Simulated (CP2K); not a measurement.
# A workflow on SiHF3 (SMILES F[SiH](F)F)

Wanted: a series of 8 runs (RPA@PBE/pcseg-1) of F3HSi. The setting varied is the cutoff. 

The calculation is run with CP2K 2026.2.

6 further runs of the same task are left out: 6 set aside as unsound or not needed.

### 1 Starting point

SiHF3: 5 atoms, total charge 0, spin state singlet. As SMILES, `F[SiH](F)F`. The coordinates come from a PBE0-D4/def2-TZVP relaxation.

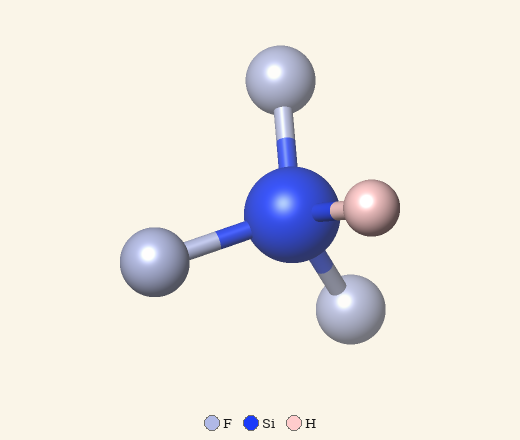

Viewed from a chosen angle; fluorine light blue, silicon blue, hydrogen pink.

### 2 The energy at RPA@PBE/pcseg-1 (density fitting, minimax 1, quadrature points 10) (run 1)

Contents of job.inp:

```
&GLOBAL
 PROJECT job
 RUN_TYPE ENERGY
 PRINT_LEVEL MEDIUM
&END

&FORCE_EVAL
 METHOD Quickstep
 &DFT
  BASIS_SET_FILE_NAME ./pcseg_1.basis
  POTENTIAL_FILE_NAME POTENTIAL
  AUTO_BASIS RI_AUX MEDIUM
  SORT_BASIS EXP
  CHARGE 0
  MULTIPLICITY 1
  &QS
   METHOD GAPW
   EPS_DEFAULT 1.0E-10
  &END
  &MGRID
   CUTOFF 200
   REL_CUTOFF 50
   NGRIDS 4
  &END
  ! isolated system
  &POISSON
   PERIODIC NONE
   POISSON_SOLVER WAVELET
  &END
  ! SCF settings
  &SCF
   SCF_GUESS ATOMIC
   EPS_SCF 1.0E-06
   MAX_SCF 100
   ADDED_MOS 5
   &DIAGONALIZATION
    ALGORITHM STANDARD
   &END
   &MIXING
    METHOD DIRECT_P_MIXING
    ALPHA 0.4
   &END
  &END
  ! functional
  &XC
   &XC_FUNCTIONAL
    &GGA_X_PBE
    &END
    &GGA_C_PBE
    &END
   &END
   &WF_CORRELATION
    &RI_RPA
     QUADRATURE_POINTS 10
     MINIMAX_QUADRATURE T
     ! exact exchange
     &HF
      FRACTION 1
      &SCREENING
       EPS_SCHWARZ 1.0E-09
       SCREEN_ON_INITIAL_P F
      &END
      &INTERACTION_POTENTIAL
       POTENTIAL_TYPE COULOMB
      &END
      &MEMORY
       MAX_MEMORY 1750
      &END
     &END
    &END
    MEMORY 1500
    &INTEGRALS
     ERI_METHOD OS
    &END
    &LOW_SCALING
    &END
   &END
  &END
  ! extra output
  &PRINT
   &MOMENTS
    PERIODIC F
    REFERENCE COM
    MAX_MOMENT 1
   &END
   &MO ON
    ENERGIES T
    OCCUPATION_NUMBERS T
    NDIGITS 6
    &EACH
     QS_SCF 0
    &END
    ADD_LAST NUMERIC
   &END
   &HIRSHFELD OFF
   &END
  &END
 &END
 &SUBSYS
  ! box in angstrom
  &CELL
   ABC [angstrom] 9.5 9.5 9.5
   PERIODIC NONE
  &END
  &COORD
   F     -0.447100    -0.082200     1.491300
   Si     0.040700     0.001700    -0.001800
   F     -0.597100     1.281400    -0.657200
   F     -0.495900    -1.263300    -0.767200
   H      1.499400     0.062400    -0.065100
  &END
  &TOPOLOGY
   &CENTER_COORDINATES
   &END
  &END
  &KIND F
   BASIS_SET pcseg-1
   POTENTIAL ALL
  &END
  &KIND Si
   BASIS_SET pcseg-1
   POTENTIAL ALL
  &END
  &KIND H
   BASIS_SET pcseg-1
   POTENTIAL ALL
  &END
 &END
&END
```

Launch:

```console
$ OMP_NUM_THREADS=2 cp2k.psmp -i job.inp -o job.out
```

Log, cut to the lines that bear on the results:

```text
CP2K| version string:                                       CP2K version 2026.2
[...]
 GLOBAL| Method name                                                        CP2K
[...]
 GLOBAL| Run type                                                         ENERGY
[...]
 DFT| Spin restricted Kohn-Sham (RKS) calculation                            RKS
 DFT| Multiplicity                                                             1
[...]
 DFT| Charge                                                                   0
[...]
 FUNCTIONAL| GGA_X_PBE:
[...]
 FUNCTIONAL| GGA_C_PBE:
[...]
 QS| Method:                                                                GAPW
[...]
 QS| Density cutoff [a.u.]:                                                100.0
[...]
 QS| Relative density cutoff [a.u.]:                                        25.0
[...]
                             - Atoms:                                          5
[...]
                             - Spherical basis functions:                     65
[...]
 Number of electrons:                                                         42
[...]
     1 P_Mix/Diag. 0.40E+00    1.0     0.67650572      -589.6942689232 -5.90E+02
[...]
    12 DIIS/Diag.  0.88E-06    0.5     0.00000032      -589.2985284771 -3.52E-12
  *** SCF run converged in    12 steps ***
[...]
  Overlap energy of the core charge distribution:               0.00000023985410
  Self energy of the core charge distribution:               -440.76105025799143
  Core Hamiltonian energy:                                   -174.88633784757735
  Hartree energy:                                              91.74577289670428
  Exchange-correlation energy:                                -16.43784693277325
[...]
                     Mulliken Population Analysis
 #  Atom  Element  Kind  Atomic population                           Net charge
       1     F        1          9.334213                             -0.334213
       2     Si       2         12.890457                              1.109543
       3     F        1          9.334113                             -0.334113
       4     F        1          9.334092                             -0.334092
       5     H        3          1.107125                             -0.107125
 # Total charge                             42.000000                 -0.000000
[...]
  Dipole moment [Debye]
    X=  0.1388793E+01 Y=  0.5797046E-01 Z= -0.6116189E-01  Total=      1.3913470
[...]
 ENERGY| Total FORCE_EVAL ( QS ) energy [hartree]           -588.801077641255688
[...]
```

Run time: 16 s. Hardware: 2 threads of Intel Xeon Platinum 8488C (Sapphire Rapids), shared host; peak memory 0.58 GiB.

### 3 The distorted shape: the energy at RPA@PBE/pcseg-1 (density fitting, minimax 1, quadrature points 10) (run 2)

Contents of gas.inp:

```
&GLOBAL
   PROJECT_NAME gas
   RUN_TYPE ENERGY
   PRINT_LEVEL MEDIUM
&END
&FORCE_EVAL
   METHOD QUICKSTEP
   &DFT
      BASIS_SET_FILE_NAME ./pcseg_1.basis
      POTENTIAL_FILE_NAME POTENTIAL
      AUTO_BASIS RI_AUX MEDIUM
      SORT_BASIS EXP
      &QS
         METHOD GAPW
         EPS_DEFAULT 1.0E-10
      &END
      &MGRID
         CUTOFF 200
         REL_CUTOFF 50
         NGRIDS 4
      &END
      &POISSON
         PERIODIC NONE
         POISSON_SOLVER WAVELET
      &END
      &SCF
         SCF_GUESS ATOMIC
         EPS_SCF 1.0E-06
         MAX_SCF 100
         ADDED_MOS 5
         &DIAGONALIZATION
            ALGORITHM STANDARD
         &END
         &MIXING
            METHOD DIRECT_P_MIXING
            ALPHA 0.4
         &END
      &END
      &XC
         &XC_FUNCTIONAL
            &GGA_X_PBE
            &END
            &GGA_C_PBE
            &END
         &END
         &WF_CORRELATION
            &RI_RPA
               QUADRATURE_POINTS 10
               MINIMAX_QUADRATURE T
               &HF
                  FRACTION 1
                  &SCREENING
                     EPS_SCHWARZ 1.0E-09
                  &END
                  &MEMORY
                     MAX_MEMORY 1750
                  &END
               &END
            &END
            MEMORY 1500
            &INTEGRALS
               ERI_METHOD OS
            &END
            &LOW_SCALING
            &END
         &END
      &END
      &PRINT
         &MOMENTS
            PERIODIC F
            REFERENCE COM
            MAX_MOMENT 1
         &END
         &MO ON
            ENERGIES T
            OCCUPATION_NUMBERS T
            NDIGITS 6
            &EACH
               QS_SCF 0
            &END
            ADD_LAST NUMERIC
         &END
         &HIRSHFELD OFF
         &END
      &END
   &END
   &SUBSYS
      &CELL
         ABC 9.7 9.7 9.7
         PERIODIC NONE
      &END
      &COORD
         F     -0.393435     0.044312     1.567847
         Si     0.094365     0.128212     0.074747
         F     -0.543435     1.407912    -0.580653
         F     -0.495900    -1.263300    -0.767200
         H      1.553065     0.188912     0.011447
      &END
      &TOPOLOGY
         &CENTER_COORDINATES
         &END
      &END
      &KIND F
         BASIS_SET pcseg-1
         POTENTIAL ALL
      &END
      &KIND Si
         BASIS_SET pcseg-1
         POTENTIAL ALL
      &END
      &KIND H
         BASIS_SET pcseg-1
         POTENTIAL ALL
      &END
   &END
&END
```

Launch:

```console
$ OMP_NUM_THREADS=2 cp2k.psmp gas.inp > gas.out
```

Log, cut to the lines that bear on the results:

```text
CP2K| version string:                                       CP2K version 2026.2
[...]
 GLOBAL| Method name                                                        CP2K
[...]
 GLOBAL| Run type                                                         ENERGY
[...]
 DFT| Spin restricted Kohn-Sham (RKS) calculation                            RKS
 DFT| Multiplicity                                                             1
[...]
 DFT| Charge                                                                   0
[...]
 FUNCTIONAL| GGA_X_PBE:
[...]
 FUNCTIONAL| GGA_C_PBE:
[...]
 QS| Method:                                                                GAPW
[...]
 QS| Density cutoff [a.u.]:                                                100.0
[...]
 QS| Relative density cutoff [a.u.]:                                        25.0
[...]
                             - Atoms:                                          5
[...]
                             - Spherical basis functions:                     65
[...]
 Number of electrons:                                                         42
[...]
     1 P_Mix/Diag. 0.40E+00    1.0     0.66050356      -589.5753619454 -5.90E+02
[...]
    14 DIIS/Diag.  0.66E-06    0.6     0.00000024      -589.2928235758 -1.71E-12
  *** SCF run converged in    14 steps ***
[...]
  Overlap energy of the core charge distribution:               0.00000017963300
  Self energy of the core charge distribution:               -440.76105025799143
  Core Hamiltonian energy:                                   -175.09876378241842
  Hartree energy:                                              92.00630604802672
  Exchange-correlation energy:                                -16.40951555583986
[...]
                     Mulliken Population Analysis
 #  Atom  Element  Kind  Atomic population                           Net charge
       1     F        1          9.327096                             -0.327096
       2     Si       2         12.861031                              1.138969
       3     F        1          9.327031                             -0.327031
       4     F        1          9.396037                             -0.396037
       5     H        3          1.088805                             -0.088805
 # Total charge                             42.000000                 -0.000000
[...]
 ENERGY| Total FORCE_EVAL ( QS ) energy [hartree]           -588.793203536174246
[...]
```

Wall time 20 s (2 threads of Intel Xeon Platinum 8488C (Sapphire Rapids), shared host); peak memory 0.64 GiB.

Runs 3 to 7 aren't shown in full; the table further down has their settings and results.

### 4 The distorted shape: the energy at RPA@PBE/pcseg-1 (density fitting, minimax 1, quadrature points 10) (run 8)

Contents of calc.inp:

```
&GLOBAL
  PROJECT_NAME calc
  RUN_TYPE ENERGY
  PRINT_LEVEL MEDIUM
&END GLOBAL
&FORCE_EVAL
  METHOD QS
  &DFT
    BASIS_SET_FILE_NAME ./pcseg_1.basis
    POTENTIAL_FILE_NAME POTENTIAL
    AUTO_BASIS RI_AUX MEDIUM
    SORT_BASIS EXP
    CHARGE 0
    MULTIPLICITY 1
    &QS
      METHOD GAPW
      EPS_DEFAULT 1.0E-10
    &END QS
    &MGRID
      CUTOFF 550
      REL_CUTOFF 50
      NGRIDS 4
    &END MGRID
    &POISSON
      PERIODIC NONE
      POISSON_SOLVER WAVELET
    &END POISSON
    &SCF
      SCF_GUESS ATOMIC
      EPS_SCF 1.0E-06
      MAX_SCF 100
      ADDED_MOS 5
      &DIAGONALIZATION
        ALGORITHM STANDARD
      &END DIAGONALIZATION
      &MIXING
        METHOD DIRECT_P_MIXING
        ALPHA 0.4
      &END MIXING
    &END SCF
    &XC
      &XC_FUNCTIONAL
        &GGA_X_PBE
        &END GGA_X_PBE
        &GGA_C_PBE
        &END GGA_C_PBE
      &END XC_FUNCTIONAL
      &WF_CORRELATION
        &RI_RPA
          QUADRATURE_POINTS 10
          MINIMAX_QUADRATURE T
          &HF
            FRACTION 1
            &SCREENING
              EPS_SCHWARZ 1.0E-09
              SCREEN_ON_INITIAL_P F
            &END SCREENING
            &INTERACTION_POTENTIAL
              POTENTIAL_TYPE COULOMB
            &END INTERACTION_POTENTIAL
            &MEMORY
              MAX_MEMORY 1750
            &END MEMORY
          &END HF
        &END RI_RPA
        MEMORY 1500
        &INTEGRALS
          ERI_METHOD OS
        &END INTEGRALS
        &LOW_SCALING
        &END LOW_SCALING
      &END WF_CORRELATION
    &END XC
    &PRINT
      &MOMENTS
        PERIODIC F
        REFERENCE COM
        MAX_MOMENT 1
      &END MOMENTS
      &MO ON
        ENERGIES T
        OCCUPATION_NUMBERS T
        NDIGITS 6
        &EACH
          QS_SCF 0
        &END EACH
        ADD_LAST NUMERIC
      &END MO
      &HIRSHFELD OFF
      &END HIRSHFELD
    &END PRINT
  &END DFT
  &SUBSYS
    &CELL
      ABC [angstrom] 9.7 9.7 9.7
      PERIODIC NONE
    &END CELL
    &COORD
      F     -0.393435     0.044312     1.567847
      Si     0.094365     0.128212     0.074747
      F     -0.543435     1.407912    -0.580653
      F     -0.495900    -1.263300    -0.767200
      H      1.553065     0.188912     0.011447
    &END COORD
    &TOPOLOGY
      &CENTER_COORDINATES
      &END CENTER_COORDINATES
    &END TOPOLOGY
    &KIND F
      BASIS_SET pcseg-1
      POTENTIAL ALL
    &END KIND
    &KIND Si
      BASIS_SET pcseg-1
      POTENTIAL ALL
    &END KIND
    &KIND H
      BASIS_SET pcseg-1
      POTENTIAL ALL
    &END KIND
  &END SUBSYS
&END FORCE_EVAL
```

Launch:

```console
$ OMP_NUM_THREADS=2 cp2k.psmp -i calc.inp -o calc.out
```

Log, cut to the lines that bear on the results:

```text
CP2K| version string:                                       CP2K version 2026.2
[...]
 GLOBAL| Method name                                                        CP2K
[...]
 GLOBAL| Run type                                                         ENERGY
[...]
 DFT| Spin restricted Kohn-Sham (RKS) calculation                            RKS
 DFT| Multiplicity                                                             1
[...]
 DFT| Charge                                                                   0
[...]
 FUNCTIONAL| GGA_X_PBE:
[...]
 FUNCTIONAL| GGA_C_PBE:
[...]
 QS| Method:                                                                GAPW
[...]
 QS| Density cutoff [a.u.]:                                                275.0
[...]
 QS| Relative density cutoff [a.u.]:                                        25.0
[...]
                             - Atoms:                                          5
[...]
                             - Spherical basis functions:                     65
[...]
 Number of electrons:                                                         42
[...]
     1 P_Mix/Diag. 0.40E+00    7.7     0.66049638      -589.5751892318 -5.90E+02
[...]
    14 DIIS/Diag.  0.66E-06    4.9     0.00000024      -589.2926505682 -2.27E-12
  *** SCF run converged in    14 steps ***
[...]
  Overlap energy of the core charge distribution:               0.00000017963300
  Self energy of the core charge distribution:               -440.76105025799143
  Core Hamiltonian energy:                                   -175.09867719480536
  Hartree energy:                                              92.00636205269609
  Exchange-correlation energy:                                -16.40950521287341
[...]
                     Mulliken Population Analysis
 #  Atom  Element  Kind  Atomic population                           Net charge
       1     F        1          9.327082                             -0.327082
       2     Si       2         12.861071                              1.138929
       3     F        1          9.327020                             -0.327020
       4     F        1          9.396029                             -0.396029
       5     H        3          1.088798                             -0.088798
 # Total charge                             42.000000                  0.000000
[...]
 ENERGY| Total FORCE_EVAL ( QS ) energy [hartree]           -588.793030443056978
[...]
```

Wall time 80 s (2 threads of Intel Xeon Platinum 8488C (Sapphire Rapids), shared host); peak memory 1.2 GiB.

### 5 Overview of the runs

| run | cutoff | cell | partner | energy (Eh) | dipole moment (D) | HOMO energy (eV) | LUMO energy (eV) | wall time |
| --- | --- | --- | --- | --- | --- | --- | --- | --- |
| 1 | 200 | (9.5, 9.5, 9.5) | base | -588.801078 | 1.39 | -9.63 | 0.27 | 16 s |
| 2 | 200 | (9.7, 9.7, 9.7) | Si2–F4 1.73 Å | -588.793204 | 1.77 | -9.60 | -0.48 | 20 s |
| 3 | 280 | (9.5, 9.5, 9.5) | base | -588.799904 | 1.39 | -9.63 | 0.27 | 23 s |
| 4 | 280 | (9.7, 9.7, 9.7) | Si2–F4 1.73 Å | -588.793062 | 1.77 | -9.60 | -0.48 | 27 s |
| 5 | 400 | (9.5, 9.5, 9.5) | base | -588.799865 | 1.39 | -9.63 | 0.27 | 39 s |
| 6 | 400 | (9.7, 9.7, 9.7) | Si2–F4 1.73 Å | -588.793031 | 1.77 | -9.60 | -0.48 | 42 s |
| 7 | 550 | (9.5, 9.5, 9.5) | base | -588.799866 | 1.39 | -9.63 | 0.27 | 62 s |
| 8 | 550 | (9.7, 9.7, 9.7) | Si2–F4 1.73 Å | -588.793030 | 1.77 | -9.60 | -0.48 | 80 s |

Convergence of the total energy of singlet SiHF3 with the cutoff, against the last point:

| cutoff | from the last (mEh) | wall time |
| --- | --- | --- |
| 200 Ry | -1.212 | 16 s |
| 280 Ry | -0.038 | 23 s |
| 400 Ry | +0.001 | 39 s |
| 550 Ry | +0.000 | 62 s |

Convergence of the HOMO energy (PBE Kohn–Sham orbitals) of singlet SiHF3 with the cutoff, against the last point:

| cutoff | from the last (eV) | wall time |
| --- | --- | --- |
| 200 Ry | -0.0015 | 16 s |
| 280 Ry | -0.0001 | 23 s |
| 400 Ry | +0.0000 | 39 s |
| 550 Ry | +0.0000 | 62 s |

### 6 Summary of results

```
                                                                       quantity          value
                                           distorted shape, run 8: total energy  -588.79303 Eh
distorted shape, run 8: dipole moment (of the density that the program reports)         1.77 D
                   distorted shape, run 8: HOMO energy (PBE Kohn–Sham orbitals)       -9.60 eV
                   distorted shape, run 8: LUMO energy (PBE Kohn–Sham orbitals)       -0.48 eV
                 distorted shape, run 8: HOMO–LUMO gap (PBE Kohn–Sham orbitals)        9.11 eV
                                 distorted shape, run 8: RPA correlation energy     -934.0 mEh
```

What this shows: For the total energy of singlet SiHF3 to stay within 1 mEh of the last point, 280 Ry is the first point of the series from which all later ones do (23 s against 62 s). For the total energy of singlet SiHF3 to stay within 0.1 mEh of the last point, 280 Ry is the first point of the series from which all later ones do (23 s against 62 s). For the HOMO energy (PBE Kohn–Sham orbitals) of singlet SiHF3 to stay within 0.001 eV of the last point, 280 Ry is the first point of the series from which all later ones do (23 s against 62 s). All runs together took 5.1 min, the longest 80 s.
